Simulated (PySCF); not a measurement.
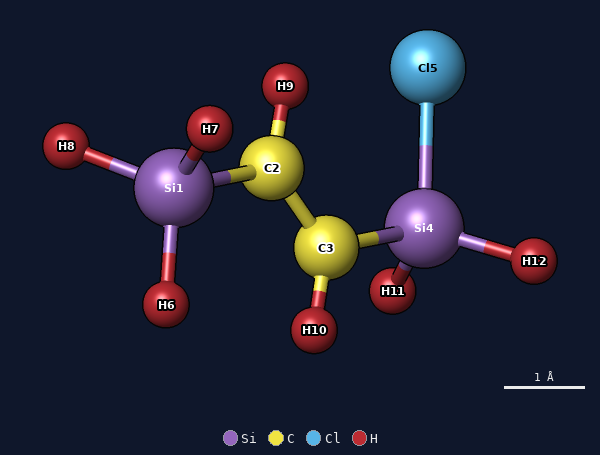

The structure as given in the input (ball-and-stick view, seen at a tilt; atoms are numbered from 1 in the order of the input).

# C$_{2}$H$_{7}$ClSi$_{2}$: a changed input and its effect

System: C$_{2}$H$_{7}$ClSi$_{2}$.
Method of run A: GIAO PBE0/pcSseg-1 NMR shielding, non-relativistic, gas phase (PySCF 2.14.0).

The geometry comes from this level: PBE0-D3(BJ)/def2-SVP. Text and figures count atoms from 1; the logs count them from 0 in places.

Input file, run A:
```
{"job": {"kind": "nmr", "xc": "PBE0", "basis": "pcSseg-1"}, "charge": 0, "multiplicity": 1}
Si    -0.680540    -1.002316    -1.800552
C      1.172837    -1.187032    -2.013199
C      2.076824    -0.857188    -1.075488
Si     3.922847    -1.031430    -1.283654
Cl     4.313058    -1.879694    -3.135228
H     -0.964911    -0.474542    -0.432014
H     -1.231457    -0.060806    -2.823445
H     -1.361172    -2.321682    -1.978983
H      1.547650    -1.588620    -2.966140
H      1.726034    -0.453979    -0.112879
H      4.501758    -1.915470    -0.232446
H      4.598683     0.296305    -1.225759
```

The first line tells a small driver script what to run in PySCF; the rest is the geometry in Å.

Command:
```bash
OMP_NUM_THREADS=1 python <driver script> task.json out
```

Hardware: 1 CPU thread, shared host.

Output (run A):
```
coarse grid: 11384 points
cycle   1  E = -1119.0202756611  dE =  1.339e-01  |g| = 3.410e-01  |ddm| = 3.064e+00
cycle   2  E = -1119.0138535948  dE =  6.422e-03  |g| = 3.778e-01  |ddm| = 7.317e-01
cycle   3  E = -1119.0513008092  dE = -3.745e-02  |g| = 4.287e-02  |ddm| = 4.133e-01
cycle   4  E = -1119.0515037700  dE = -2.030e-04  |g| = 3.426e-02  |ddm| = 6.223e-02
cycle   5  E = -1119.0518020706  dE = -2.983e-04  |g| = 5.467e-03  |ddm| = 2.847e-02
cycle   6  E = -1119.0518093360  dE = -7.265e-06  |g| = 1.919e-03  |ddm| = 7.477e-03
final grid: 95624 points
cycle   7  E = -1119.0796708935  dE = -1.355e-05  |g| = 6.426e-03  |ddm| = 1.475e-02
cycle   8  E = -1119.0796643890  dE =  6.504e-06  |g| = 7.848e-03  |ddm| = 1.350e-02
cycle   9  E = -1119.0796817776  dE = -1.739e-05  |g| = 7.280e-04  |ddm| = 7.818e-03
cycle  10  E = -1119.0796818490  dE = -7.140e-08  |g| = 4.207e-04  |ddm| = 8.402e-04
cycle  11  E = -1119.0796818964  dE = -4.737e-08  |g| = 2.928e-05  |ddm| = 3.500e-04
cycle  12  E = -1119.0796818965  dE = -1.796e-10  |g| = 9.975e-06  |ddm| = 4.317e-05
converged SCF energy = -1119.0796818965

GIAO shielding tensors (ppm)
atom      isotropic    diamagn.    paramagn.     s11        s22        s33       span
  0 Si     416.228     881.183    -464.955    365.746    417.424    465.515     99.769
  1 C       26.594     260.390    -233.796   -104.795     -0.084    184.661    289.456
  2 C       31.005     258.914    -227.909    -90.205     27.135    156.085    246.290
  3 Si     368.739     875.610    -506.871    313.676    358.362    434.178    120.502
  4 Cl    1023.533    1145.593    -122.060   1002.000   1022.964   1045.636     43.637
  5 H       27.168      31.015      -3.847     24.113     26.301     31.089      6.976
  6 H       26.917      29.315      -2.399     24.064     25.171     31.515      7.452
  7 H       26.916      29.031      -2.116     24.029     25.217     31.501      7.472
  8 H       23.905      29.801      -5.896     19.239     22.137     30.341     11.102
  9 H       24.342      36.081     -11.739     21.665     23.812     27.550      5.884
 10 H       26.017      25.757       0.260     22.147     24.424     31.480      9.332
 11 H       26.003      26.083      -0.080     22.192     24.390     31.428      9.236
```

For run B the input was changed thus:
```diff
-"xc": "PBE0"
-"basis": "pcSseg-1"
+"xc": "B97-2"
+"basis": "pcSseg-2"
+"pop": false
```

What does this change do to the results?

The total energies belong to different models, so their difference says nothing on which is more stable or more accurate. The HOMO goes from −8.27 to −8.00 eV. The LUMO goes from −1.19 to −1.28 eV. The dipole moment goes from 1.61 to 1.46 D. Of all shieldings, the largest change is that of Cl5, by −13.5 ppm. The functional changes from PBE0 to B97-2. The SCF takes 14 iterations against 12. The basis functions go from 141 to 299.

Output (run B):
```
coarse grid: 11384 points
cycle   1  E = -1119.7055045205  dE =  9.959e-02  |g| = 3.709e-01  |ddm| = 2.535e+00
cycle   2  E = -1119.6934129625  dE =  1.209e-02  |g| = 4.265e-01  |ddm| = 6.740e-01
cycle   3  E = -1119.7401189517  dE = -4.671e-02  |g| = 5.169e-02  |ddm| = 3.915e-01
cycle   4  E = -1119.7403870117  dE = -2.681e-04  |g| = 4.268e-02  |ddm| = 6.593e-02
cycle   5  E = -1119.7408455591  dE = -4.585e-04  |g| = 7.942e-03  |ddm| = 3.010e-02
cycle   6  E = -1119.7408608384  dE = -1.528e-05  |g| = 2.433e-03  |ddm| = 8.007e-03
cycle   7  E = -1119.7408621556  dE = -1.317e-06  |g| = 5.364e-04  |ddm| = 2.535e-03
final grid: 95624 points
cycle   8  E = -1119.7444631980  dE = -6.470e-05  |g| = 7.785e-03  |ddm| = 3.679e-02
cycle   9  E = -1119.7444632751  dE = -7.705e-08  |g| = 5.387e-03  |ddm| = 8.666e-03
cycle  10  E = -1119.7444678378  dE = -4.563e-06  |g| = 1.407e-03  |ddm| = 6.010e-03
cycle  11  E = -1119.7444682849  dE = -4.471e-07  |g| = 4.590e-04  |ddm| = 1.518e-03
cycle  12  E = -1119.7444683399  dE = -5.499e-08  |g| = 8.492e-05  |ddm| = 3.425e-04
cycle  13  E = -1119.7444683414  dE = -1.513e-09  |g| = 2.385e-05  |ddm| = 6.867e-05
cycle  14  E = -1119.7444683415  dE = -1.394e-10  |g| = 3.314e-06  |ddm| = 2.311e-05
converged SCF energy = -1119.7444683415

GIAO shielding tensors (ppm)
atom      isotropic    diamagn.    paramagn.     s11        s22        s33       span
  0 Si     412.253     880.246    -467.992    363.345    414.221    459.194     95.849
  1 C       25.070     254.672    -229.601   -106.924     -0.444    182.579    289.502
  2 C       29.358     256.920    -227.562    -92.596     25.061    155.609    248.205
  3 Si     370.024     873.023    -503.000    317.134    361.956    430.981    113.847
  4 Cl    1010.032    1146.083    -136.051    992.543   1007.725   1029.828     37.284
  5 H       27.321      31.974      -4.653     24.511     26.399     31.054      6.543
  6 H       27.075      29.764      -2.689     24.436     25.391     31.399      6.963
  7 H       27.076      29.380      -2.304     24.400     25.437     31.390      6.990
  8 H       23.904      29.371      -5.467     18.925     22.442     30.346     11.421
  9 H       24.316      36.595     -12.280     21.312     24.129     27.506      6.194
 10 H       26.187      26.377      -0.191     22.503     24.615     31.442      8.939
 11 H       26.175      26.816      -0.641     22.544     24.592     31.388      8.844
```

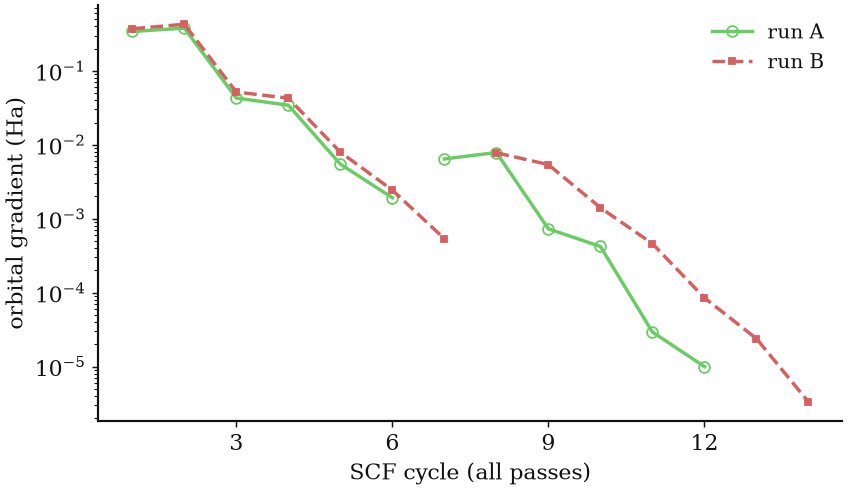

Convergence of the two runs: orbital gradient against the SCF cycle. A break in a curve parts two SCF passes (coarse and final grid). Run A takes 12 cycles in all, and run B takes 14.

The two runs side by side:

```csv
quantity,run A,run B
outcome,converged,converged
total energy (hartree),−1119.079682,−1119.744468
HOMO (eV),−8.27,−8.00
LUMO (eV),−1.19,−1.28
dipole moment (D),1.61,1.46
shielding of Si1 (ppm),416.2,412.3
shielding of C2 (ppm),26.6,25.1
shielding of C3 (ppm),31.0,29.4
shielding of Si4 (ppm),368.7,370.0
shielding of Cl5 (ppm),1023.5,1010.0
shielding of H11 (ppm),26.0,26.2
shielding of H12 (ppm),26.0,26.2
SCF iterations,12,14
basis functions,141,299
wall time (shared host),24 s,77 s
```
